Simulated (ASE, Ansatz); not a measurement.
## Generalised stacking fault on (112) of a Nb-Li solid solution (54 atoms): a single point

Aim: energy, forces and density of states of generalised stacking fault on (112) of a Nb-Li solid solution (54 atoms) at a fixed geometry.

Main program and level: Ansatz 0.2.0; Kohn-Sham DFT, r2SCAN, PAW (set soft_2), plane waves.

**1. The starting structure**

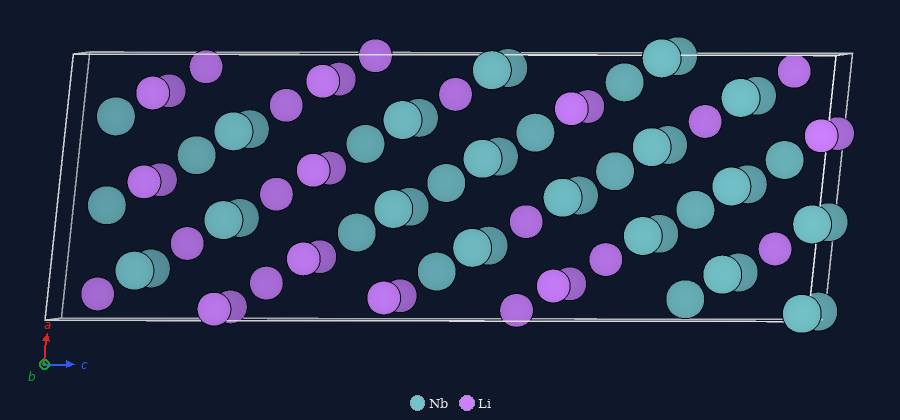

The cell as given, from the side, with the c axis across the page (niobium teal, lithium purple). Some periodic images of atoms are drawn too.

The cell holds 54 atoms: 30 Nb and 24 Li. Cell: a = 8.820 Å, b = 4.801 Å, c = 25.291 Å, α = 90.0°, β = 83.9°, γ = 90.0°. It derives from Nb and Li. Bcc Nb lattice (a = 3.3949 Å, the value set for the mixture), cell with z along [112], 3 x 1 x 3 periods; the third cell vector is tilted by 0.917 of 1/2<111> (its sense, twinning or antitwinning, isn't checked) and lengthened by 0.2 Å, so the cell holds one fault; displaced by a Gaussian of 0.01 Å; 24 of 54 Nb sites given to Li at random (lattice constant by Vegard's rule between Nb and Li).

Limits known from the start: The cell is under 6 Å thick along one periodic direction, so every atom has periodic images of itself close by, which move with it and show among its neighbours and in g(r). The host structure and its lattice constant were typed by rule, without a check against the phase diagram.

**2. Plane-wave single point**

The electrons are solved once, with the atoms held.

Input file input.yaml:

```yaml
crystal:
  lattice:
    - [8.82021, 0.0, 0.0]
    - [0.0, 4.80111, 0.0]
    - [2.6951, 0.0, 25.14732]
  atoms:
    - { symbol: Nb, position: [0.36509, 0.99947, 0.99218] }
    - { symbol: Nb, position: [0.02922, 0.00111, 0.99115] }
    - { symbol: Li, position: [0.69805, 0.00176, 0.9917] }
    - { symbol: Nb, position: [0.7623, 0.49721, 0.05379] }
    - { symbol: Nb, position: [0.42841, 0.50134, 0.05439] }
    - { symbol: Li, position: [0.09512, 0.50079, 0.05474] }
    - { symbol: Li, position: [0.85468, 0.00146, 0.10948] }
    - { symbol: Li, position: [0.52059, 0.00013, 0.11046] }
    - { symbol: Nb, position: [0.18702, 0.99986, 0.11033] }
    - { symbol: Nb, position: [0.61689, 0.49904, 0.16508] }
    - { symbol: Li, position: [0.2854, 0.5014, 0.16508] }
    - { symbol: Li, position: [0.94927, 0.49827, 0.1651] }
    - { symbol: Nb, position: [0.71105, 0.99869, 0.22063] }
    - { symbol: Nb, position: [0.37752, 0.00201, 0.21994] }
    - { symbol: Li, position: [0.04296, 0.99825, 0.21994] }
    - { symbol: Li, position: [0.80512, 0.50004, 0.27551] }
    - { symbol: Li, position: [0.47112, 0.49971, 0.27512] }
    - { symbol: Li, position: [0.13696, 0.50076, 0.27439] }
    - { symbol: Li, position: [0.56543, 0.00071, 0.33064] }
    - { symbol: Li, position: [0.23236, 0.00508, 0.33017] }
    - { symbol: Li, position: [0.89983, 0.99838, 0.3307] }
    - { symbol: Nb, position: [0.66055, 0.50104, 0.38487] }
    - { symbol: Nb, position: [0.32746, 0.49757, 0.3858] }
    - { symbol: Li, position: [0.99178, 0.49898, 0.38556] }
    - { symbol: Nb, position: [0.75471, 0.00098, 0.44071] }
    - { symbol: Nb, position: [0.42046, 0.00081, 0.44102] }
    - { symbol: Li, position: [0.08607, 0.00361, 0.44099] }
    - { symbol: Nb, position: [0.51417, 0.501, 0.49625] }
    - { symbol: Nb, position: [0.18142, 0.4988, 0.49601] }
    - { symbol: Li, position: [0.84717, 0.50142, 0.49596] }
    - { symbol: Nb, position: [0.60956, 0.99869, 0.55094] }
    - { symbol: Nb, position: [0.27488, 0.00473, 0.54988] }
    - { symbol: Nb, position: [0.9426, 0.00037, 0.55086] }
    - { symbol: Nb, position: [0.7039, 0.50211, 0.60604] }
    - { symbol: Li, position: [0.36959, 0.50218, 0.6064] }
    - { symbol: Li, position: [0.03607, 0.50218, 0.60614] }
    - { symbol: Nb, position: [0.46387, 0.99371, 0.6612] }
    - { symbol: Li, position: [0.13191, 0.99922, 0.66148] }
    - { symbol: Li, position: [0.79822, 0.00199, 0.66046] }
    - { symbol: Nb, position: [0.55924, 0.49864, 0.71581] }
    - { symbol: Li, position: [0.22752, 0.50163, 0.71604] }
    - { symbol: Nb, position: [0.89343, 0.50192, 0.71598] }
    - { symbol: Nb, position: [0.65423, 0.99908, 0.77107] }
    - { symbol: Nb, position: [0.32052, 0.99828, 0.77183] }
    - { symbol: Nb, position: [0.98795, 0.00102, 0.77176] }
    - { symbol: Nb, position: [0.41477, 0.50165, 0.82658] }
    - { symbol: Nb, position: [0.07895, 0.50277, 0.82574] }
    - { symbol: Li, position: [0.74698, 0.50352, 0.82697] }
    - { symbol: Nb, position: [0.50701, 0.00143, 0.88108] }
    - { symbol: Nb, position: [0.17577, 0.00151, 0.88147] }
    - { symbol: Nb, position: [0.83988, 0.00062, 0.88076] }
    - { symbol: Nb, position: [0.60269, 0.49809, 0.93645] }
    - { symbol: Li, position: [0.26847, 0.50147, 0.93643] }
    - { symbol: Li, position: [0.93601, 0.50072, 0.93671] }
kpoints:
  mp_grid: { grid: [2, 4, 1] }
hamiltonian:
  xc: r2scan
scf:
  occupations: { method: fermi_dirac, width: 0.1 }
output:
  forces: true
  stress: true
  populations: true
  dos:
    method: { smearing: { sigma: 0.1 } }
    de: 0.1
    projected: { site_lists: { Li: [Li], Nb: [Nb] } }
  eigenvalues: true
  write_density: true
  write_potential: true
  volumetric_format: npy
```

On the command line:

```bash
> ansatz run input.yaml --threads 8 --pin off --max-ram 15872MiB --backend cpu --events-out ev --progress --plain --runs-dir out
```

Output:

```text
Engine: ansatz 0.2.0, aarch64-unknown-linux-gnu
Pseudopotentials: kind: paw
Pseudopotential: Nb, paw, valence charge 13, recommended cutoff 500 eV (meta_gga), Nb.paw.azcp
Pseudopotential: Li, paw, valence charge 3, recommended cutoff 500 eV (meta_gga), Li.paw.azcp
[... 6 lines on functional and potentials left out ...]
Crystal: 54 atoms, lattice volume = 1064.908 Å³
Basis set: ecut = 500 eV, 27039 PW (Γ), exchange–correlation on 288×144×768 points (64 copies of the dense FFT grid, shifted against one another)
Bands: 285, of which v1, the nominal top of the filled ones, is band 231 counted from 1 (230 counted from 0)
Symmetry: 1 space group operations
Space group: P1 (ITA 1), of the structure as read, at distance tolerance 1.0e-4 Å
k-points: 6 of 8 (time reversal used)
[... 6 lines on functional and potentials left out ...]
Initial density: superposition of atomic densities (neutral atoms: chi_scale 0, normalization atom), corrected by the library's trained network
Initial wavefunctions: pseudopotential atomic-orbital guess
Functional: x = r2scan, c = r2scan; τ floored in thin density (d = 2e-4 eV/Å³)
SCF iter   1: F=—  HF=-141801.429559 eV  |F-HF|=—  |Δ(HF+E_count)|=         —  Δρ=1.20e-2  dr2=4.56e1  dr2_τ=4.66e-1  ethr=1.77e-3  ⟨swp⟩=10.7  Hψ=7929  notcnv=0
preconditioner: auto → Kerker (q_TF=auto, 2.374 Å⁻¹)  [metal: Δε(μ)=0.001 eV  Ē_g=2.706 eV  σ=0.100 eV  W_gap=0.00  n_scr=236 (ndim 8)  ℏωp=15.0 eV  f_vac=0.000  D(μ)=59.87/eV (n_scr^D=596)]
SCF iter   2: F=—  HF=-141801.442621 eV  |F-HF|=—  |Δ(HF+E_count)|=   1.31e-2  Δρ=8.09e-3  dr2=9.06e0  dr2_τ=3.19e-1  ethr=1.77e-3  ⟨swp⟩=2.7  Hψ=2149  notcnv=0
SCF iter   3: F=—  HF=-141801.398790 eV  |F-HF|=—  |Δ(HF+E_count)|=   4.38e-2  Δρ=3.70e-3  dr2=1.64e0  dr2_τ=1.70e-2  ethr=1.77e-3  ⟨swp⟩=1.0  Hψ=1710  notcnv=0
SCF iter   4: F=—  HF=-141801.412229 eV  |F-HF|=—  |Δ(HF+E_count)|=   1.34e-2  Δρ=3.11e-3  dr2=7.21e-1  dr2_τ=2.83e-2  ethr=3.55e-4  ⟨swp⟩=1.0  Hψ=1710  notcnv=0
SCF iter   5: F=—  HF=-141801.395332 eV  |F-HF|=—  |Δ(HF+E_count)|=   1.69e-2  Δρ=9.27e-4  dr2=9.84e-2  dr2_τ=2.99e-3  ethr=1.56e-4  ⟨swp⟩=1.0  Hψ=1710  notcnv=0
SCF iter   6: F=—  HF=-141801.395938 eV  |F-HF|=—  |Δ(HF+E_count)|=   6.07e-4  Δρ=6.63e-4  dr2=1.70e-2  dr2_τ=1.52e-3  ethr=2.13e-5  ⟨swp⟩=1.0  Hψ=1710  notcnv=0
SCF iter   7: F=—  HF=-141801.395684 eV  |F-HF|=—  |Δ(HF+E_count)|=   2.54e-4  Δρ=2.81e-4  dr2=3.49e-3  dr2_τ=2.13e-4  ethr=3.67e-6  ⟨swp⟩=1.8  Hψ=1870  notcnv=0
SCF iter   8: F=—  HF=-141801.395792 eV  |F-HF|=—  |Δ(HF+E_count)|=   1.08e-4  Δρ=1.69e-4  dr2=2.52e-3  dr2_τ=5.21e-5  ethr=7.55e-7  ⟨swp⟩=1.0  Hψ=1710  notcnv=0
SCF iter   9: F=—  HF=-141801.395829 eV  |F-HF|=—  |Δ(HF+E_count)|=   3.63e-5  Δρ=1.13e-4  dr2=8.45e-4  dr2_τ=5.11e-5  ethr=5.45e-7  ⟨swp⟩=1.0  Hψ=1710  notcnv=0
SCF iter  10: F=—  HF=-141801.395820 eV  |F-HF|=—  |Δ(HF+E_count)|=   8.71e-6  Δρ=5.11e-5  dr2=1.44e-4  dr2_τ=1.17e-5  ethr=1.83e-7  ⟨swp⟩=1.5  Hψ=1738  notcnv=0
SCF iter  11: F=—  HF=-141801.395812 eV  |F-HF|=—  |Δ(HF+E_count)|=   7.99e-6  Δρ=2.96e-5  dr2=2.21e-5  dr2_τ=8.35e-7  ethr=3.13e-8  ⟨swp⟩=1.2  Hψ=1754  notcnv=0
SCF iter  12: F=—  HF=-141801.397322 eV  |F-HF|=—  |Δ(HF+E_count)|=   1.51e-3  Δρ=1.88e-5  dr2=1.74e-5  dr2_τ=9.65e-7  ethr=4.79e-9  ⟨swp⟩=2.0  Hψ=2197  notcnv=0
SCF iter  13: F=—  HF=-141801.397322 eV  |F-HF|=—  |Δ(HF+E_count)|=   4.93e-7  Δρ=8.27e-6  dr2=9.00e-6  dr2_τ=1.91e-7  ethr=3.77e-9  ⟨swp⟩=1.7  Hψ=1842  notcnv=0
SCF iter  14: F=—  HF=-141801.397322 eV  |F-HF|=—  |Δ(HF+E_count)|=   1.91e-8  Δρ=6.81e-6  dr2=3.41e-6  dr2_τ=1.48e-7  ethr=1.95e-9  ⟨swp⟩=1.0  Hψ=1710  notcnv=0
SCF iter  15: F=—  HF=-141801.397322 eV  |F-HF|=—  |Δ(HF+E_count)|=   4.39e-8  Δρ=3.09e-6  dr2=3.06e-7  dr2_τ=2.48e-8  ethr=7.37e-10  ⟨swp⟩=1.0  Hψ=1710  notcnv=0
SCF iter  16: F=—  HF=-141801.397322 eV  |F-HF|=—  |Δ(HF+E_count)|=   4.44e-8  Δρ=2.45e-6  dr2=2.63e-7  dr2_τ=1.49e-8  ethr=2.16e-11  ⟨swp⟩=10.3  Hψ=9415  notcnv=0
SCF iter  17: F=-141801.397322 eV  HF=-141801.397322 eV  |F-HF|=3.51e-8  |Δ(HF+E_count)|=   1.39e-8  Δρ=1.24e-6  dr2=5.37e-8  dr2_τ=3.45e-9  ethr=2.16e-11  ⟨swp⟩=6.2  Hψ=8921  notcnv=0
SCF 1 converged in 17 iterations: F = -141801.397322 eV  dr2 = 5.37e-8
  greatest PAW one-centre occupation: 1.000 electrons in one spin orbital (limit 2), on the Nb atom at site 48 (counted from 0), in its partial waves of l = 0
SCF converged after 17 iterations
Free energy (F): -141801.397322 eV
Harris-Foulkes:  -141801.397322 eV  (|F-HF|=3.51e-8)
Internal energy: -141799.434692 eV  (E = F + TS)
E sigma→0 (E₀):  -141800.416007 eV
Entropy (-TS):   -1.962630 eV (-36.345 meV/atom)
Fermi energy:    9.190781 eV
--- Per-component energies (eV) ---
  E_band       = -7392.047448
  E_kinetic    = 12164.033653
  E_local      = -53311.711881  (includes V_loc(G=0)·N_el)
  E_nonlocal   = 2804.094755
  E_hartree    = 20715.384826
  E_xc         = -5245.509600
  E_vxc        = -7323.634288  (∫ρ·V_xc dr)
  E_paw        = -93226.898182  (= ΣΔE_a)
  E_vpaw       = -3620.148718  (= ΣTr[D̂ρ^β])
  E_aug_tail   = -0.002352  (compensation charges beyond the density's cutoff)
  E_vtau       = 464.537240  (kinetic-family band-sum trace: ∫τ·v_τ [+ j·A + Jᵃ·Aᵃ] dr)
  E_ewald      = -25693.052991
  E_core_change = -5.772921  (= ΣΔE_core)
  E_smearing   = -1.962630  (= −TS)
  E_closure    = 0.000000  (closes the sum)
  Σ components = -141801.397322   (vs F -141801.397322, Δ=0.00e0)
--- Forces (eV/Å), atoms counted from 1 ---
  atom   1  Nb    -0.46824692     0.04319503     0.48992207
  atom   2  Nb     0.30976072    -0.00961014     0.24816269
  atom   3  Li    -0.20681725    -0.06095286     0.17943840
  atom   4  Nb    -0.78744836     0.07934630    -0.27667335
  atom   5  Nb     0.64359296    -0.04206554    -0.36151263
  atom   6  Li     0.10786632    -0.00539291    -0.16892556
  atom   7  Li    -0.17824221    -0.04143178     0.01569516
  atom   8  Li     0.31216572     0.00279842    -0.24840434
  atom   9  Nb     1.47773943     0.02012301    -1.56382508
  atom  10  Nb    -0.36382818    -0.01223994     0.11833426
  atom  11  Li    -0.27386434    -0.00506576     0.10409453
  atom  12  Li     0.01752736     0.01061610    -0.17370680
  atom  13  Nb    -2.20778461     0.01665063    -1.09042708
  atom  14  Nb     1.91465717    -0.01331334    -1.31374273
[...]
atom  53  Li    -0.16685745    -0.01336896     0.29541118
  atom  54  Li     0.17045832     0.00224297     0.11756349
  max |Σ_I F_I| component: 6.61e-5 eV/Å
--- Stress (GPa, compression-positive) ---
      -11.631994       0.032968       0.297930
        0.032968      -9.967580       0.039418
        0.297930       0.039418     -10.900278
  P = ⅓ Tr σ = -10.8333 GPa (-108.333 kbar)
--- Band table (eV; the first three rows and the last of 6) ---
  k-point 0: bands = ["-47.8283", "-47.7064", "-47.6370", "-47.6254", [... 269 levels ...], "11.1003", "11.1815", "11.1996", "11.2810", "11.3567", "11.3738", "11.4197", "11.4570", "11.4933", "11.5785", "11.6048", "11.7405"]
[...]
--- Löwdin populations: 54 sites ---
  site symbol       q [e]
     0     Nb     13.0310
     1     Nb     13.1898
     2     Li      2.6241
[...]
53     Li      2.6502
  spilling = 0.008919 (of n_electrons = 462.000000)
```

Run time: 2 min. Hardware: 8 threads of Arm Neoverse V2, shared host; peak memory 8.6 GiB.

The run gave:

| Item | Value |
| --- | --- |
| free energy | -141801.3973 eV |
| free energy per atom | -2625.9518 eV/atom |
| SCF cycles | 17 |
| pressure | -10.83 GPa |
| r.m.s. force component | 0.5043 eV/Å |
| longest force | 2.568 eV/Å |
| Fermi energy | 9.191 eV |
| levels partly filled by over 2 per cent | 131 |
| spilling of the projection | 0.008919 |

Length of the force by element:

```
element  coordination  atoms  mean length of the force (eV/Å)  spread   least   most
     Li           all     24                            0.232  0.0893  0.0757  0.399
     Nb           all     30                            0.895   0.723   0.142   2.57
```

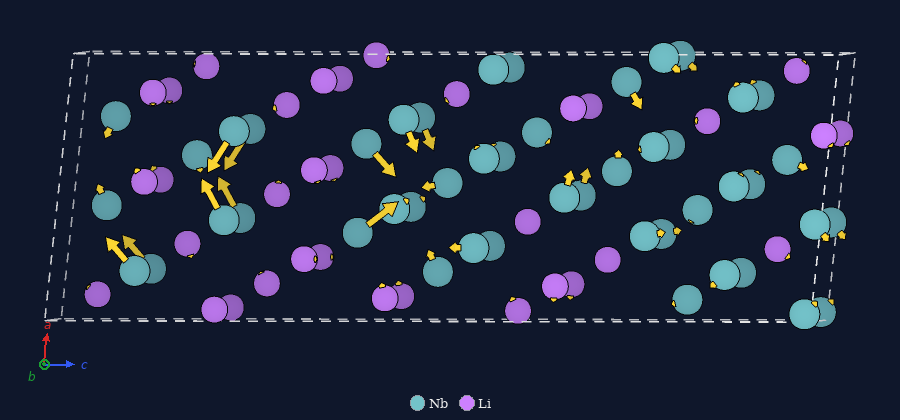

Forces as arrows; the longest in the cell is 2.57 eV/Å. Some periodic images of atoms are drawn too.

Density of states as counts of states in windows of 1 eV (from the Fermi level), total and the larger projections:

```
from (eV)  to (eV)  total  Nb d  Nb s  Li s
      -14       -6    0.0   0.0   0.0   0.0
       -6       -5    0.9   0.0   0.7   0.2
       -5       -4    5.2   0.2   3.7   1.2
       -4       -3   12.5   2.7   7.0   2.6
       -3       -2   34.4  22.9   6.7   4.2
       -2       -1   58.3  48.9   3.8   4.1
       -1        0   64.8  55.1   3.0   3.5
        0        1   49.8  39.4   2.7   2.7
```

About 286 of the 462 electrons lie in deeper levels, below the stored range.

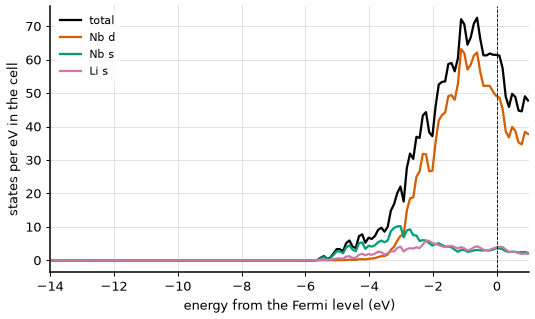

Total and projected density of states, with the broadening of the input.

The levels nearest the highest filled one (over half full), pooled over k-points and spins:

```
level less the highest filled one (eV)  occupation
                                -0.016        1.09
                               -0.0119        1.07
                               -0.0117        1.07
                               -0.0105        1.06
                               -0.0059        1.04
                                     0        1.01
                                0.0095       0.962
                                0.0105       0.957
                                0.0143       0.938
                                0.0358       0.832
                                0.0359       0.832
                                0.0418       0.803
```

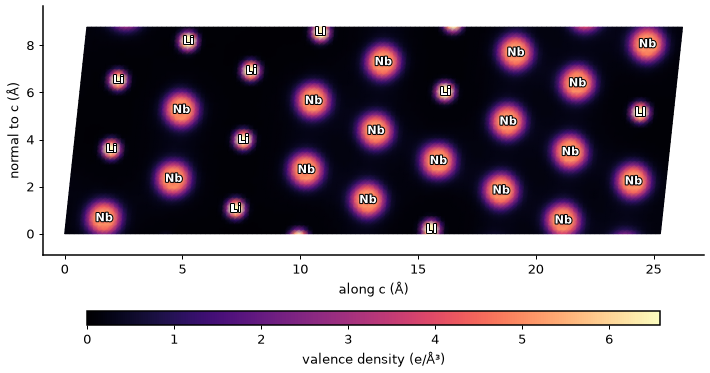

Valence density in the ca plane at fractional y = 0.000, with atoms of Nb and Li within 0.2 Å of it. It is the smooth field of the valence electrons, not physical close to the nuclei. The map starts off the cell's origin, so that atoms lie inside it.

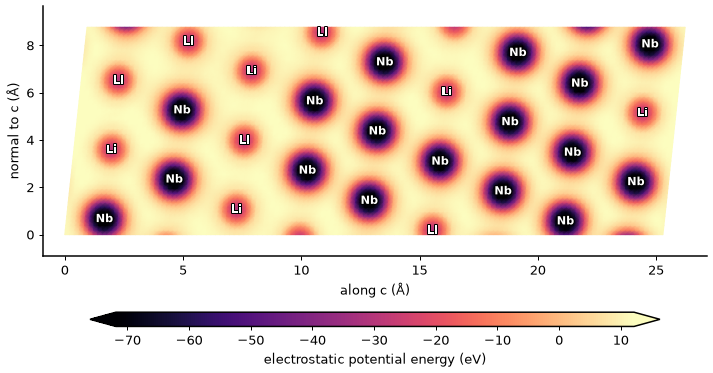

Electrostatic potential energy in the ca plane at fractional y = 0.000, with atoms of Nb and Li within 0.2 Å of it. With pseudopotentials it is smooth inside the atoms' cores, unlike the true potential. The map starts off the cell's origin, so that atoms lie inside it.

Within 0.4 eV of the Fermi level the largest share is Nb d (87 % of the projected weight).

**3. Structure statistics**

Bonds and neighbours are counted at the geometry of the runs.

Density 4.61 g/cm³, 19.72 Å³ an atom.

g(r), total and by pair (bins of 0.2 Å):

```
r (Å)  total  Nb-Nb  Nb-Li  Li-Li
 2.80   0.04   0.11   0.00   0.00
 3.00   7.05   6.75   7.40   6.65
 3.20   0.17   0.18   0.12   0.28
 3.40   3.94   4.25   3.47   4.61
 3.60   0.13   0.14   0.18   0.00
 3.80   0.00   0.00   0.00   0.00
 4.00   0.00   0.00   0.00   0.00
 4.20   0.00   0.00   0.00   0.00
 4.40   0.00   0.00   0.00   0.00
 4.60   0.08   0.17   0.00   0.13
 4.80   3.70   4.53   2.66   5.02
 5.00   0.22   0.15   0.31   0.12
 5.20   0.06   0.00   0.11   0.00
 5.40   0.01   0.00   0.02   0.00
 5.60   5.49   5.30   5.72   5.20
 5.80   1.85   2.06   1.66   2.01
 6.00   0.27   0.27   0.22   0.42
 6.20   0.09   0.07   0.12   0.04
 6.40   0.00   0.00   0.00   0.00
 6.60   0.00   0.00   0.00   0.00
 6.80   0.94   0.94   0.97   0.89
 7.00   0.07   0.00   0.14   0.00
 7.20   0.04   0.04   0.06   0.00
 7.40   3.04   2.96   3.10   2.99
 7.60   3.22   3.25   3.15   3.34
 7.80   0.36   0.39   0.39   0.22
```

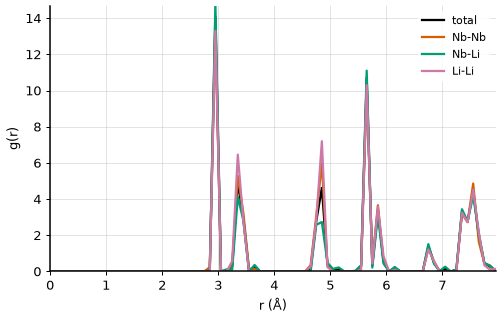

Pair distribution functions, with peaks cut at 14.

Local excerpt of 15 atoms (numbers count through the whole input) about Nb23, which bears the longest force; x, y, z are measured from there.

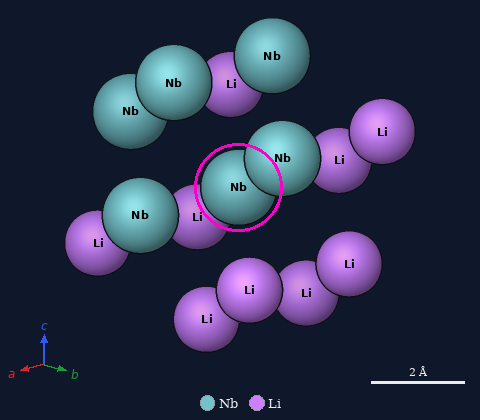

The atoms of the table, within 3.4 Å (arrows a, b, c point along x, y, z); some may hide others; the central atom is ringed.

```
atom      x      y      z  distance (Å)     Fx     Fy  Fz (eV/Å)
Nb23   0.00   0.00   0.00          0.00   1.76   0.09       1.87
Li20  -0.99  -2.36  -1.40          2.92   0.02  -0.08       0.18
Nb26   0.97  -2.38   1.39          2.93   0.24   0.00       0.28
Nb22   2.94   0.02  -0.02          2.94  -1.44  -0.02       1.59
Nb29  -0.99   0.01   2.77          2.94   0.71   0.02      -0.40
Li17   0.97   0.01  -2.78          2.95   0.24   0.02       0.01
Nb26   0.97   2.42   1.39          2.95   0.24   0.00       0.28
Li24  -2.96   0.01  -0.01          2.96  -0.04   0.02       0.24
Li20  -0.99   2.44  -1.40          2.98   0.02  -0.08       0.18
Li19   1.95  -2.39  -1.39          3.38  -0.21   0.00       0.09
Li27  -1.98  -2.37   1.39          3.39   0.35  -0.05      -0.12
Nb28   1.94   0.02   2.78          3.39  -0.27  -0.02      -0.93
Li19   1.95   2.42  -1.39          3.40  -0.21   0.00       0.09
Li27  -1.98   2.43   1.39          3.43   0.35  -0.05      -0.12
Li18  -1.98   0.02  -2.80          3.43   0.17   0.00      -0.12
```

**4. Results**

- free energy per atom: -2625.9518 eV/atom
- density: 4.606 g/cm³
- pressure: -10.83 GPa
- r.m.s. force component: 0.5043 eV/Å
- wall time of the 1 DFT run: 2 min

In words: 131 levels are partly filled, by over 2 % (on the run's k-points), as in a metal.

What to keep in mind: The geometry was built by rule, was displaced at random and isn't relaxed at this level: its force components are 0.50 eV/Å r.m.s. The pressure of -11 GPa means that a free cell would contract at this level.

[Logs are printed without paths, hosts, clocks, repeated set-up lines and the standing remarks that a program may print on its own settings, such as how far it seeks lower states.]

[Hosts, paths, dates, database ids (printed as entryN), source tags and the programs' standing remarks are cut or masked in the printed files.]
